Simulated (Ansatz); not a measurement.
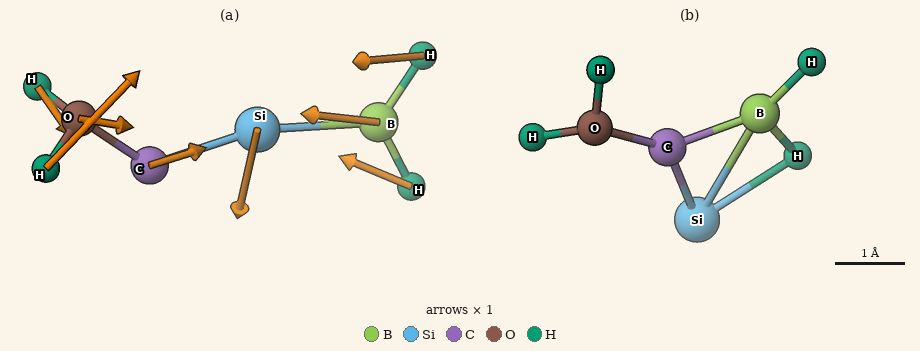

The structure of CH4BOSi (charge +1) before (left) and after (right) a relaxation, at one scale. The orange arrows give the displacements, at their true length.

A ball-and-stick model, seen at a tilt.

Method: Ansatz 0.2.0, RKS PBE0-D4/def2-TZVP.

The input:
```yaml
crystal:
  periodic: [false, false, false]
  atoms:
    - {symbol: B, position_ang: [-1.124090, 2.137240, -0.436980]}
    - {symbol: Si, position_ang: [-0.249020, 0.473080, -0.128770]}
    - {symbol: C, position_ang: [0.552790, -1.044270, -0.302430]}
    - {symbol: O, position_ang: [1.165850, -1.931310, 0.717130]}
    - {symbol: H, position_ang: [-1.299730, 2.506210, -1.533310]}
    - {symbol: H, position_ang: [-1.433960, 2.833860, 0.452660]}
    - {symbol: H, position_ang: [0.496920, -2.589340, 0.989430]}
    - {symbol: H, position_ang: [1.891250, -2.385470, 0.242270]}
basis:
  gaussian: {orbitals: def2-TZVP}
total_charge: 1
hamiltonian: {xc: pbe0, dispersion: d4}
relax: {f_tol: 0.005, max_steps: 200}
```

Command:
```bash
ansatz run in.yaml --threads 2 --pin off --events-out ev --progress --plain --max-ram 4352MiB
```

### Describe what moved and what it gained.

The largest move after the best rigid fit is that of H8, 2.01 Å. Largest moves by element: H 2.01 Å, Si 1.84 Å, B 1.38 Å, C 0.96 Å, O 0.87 Å. Among the contacts that change: B1–C3 3.599 → 1.436 Å, Si2–H5 2.685 → 1.770 Å, B1–Si2 1.905 → 2.221 Å, B1–H5 1.170 → 1.279 Å. New bonds form: B1–C3 (3.60 → 1.44 Å). Bond angles that change, for instance: B1–Si2–C3 164.9° → 40.2°, Si2–B1–H5 119.7° → 52.8°, Si2–B1–H6 121.2° → 163.9°. After 34 accepted moves (37 points after the start) the energy has fallen by 86.4 kcal/mol. The largest force component goes from 2.8 to 0.0049 eV/Å. The line search rejected the trial steps at points 31, 33, 34 of the run.
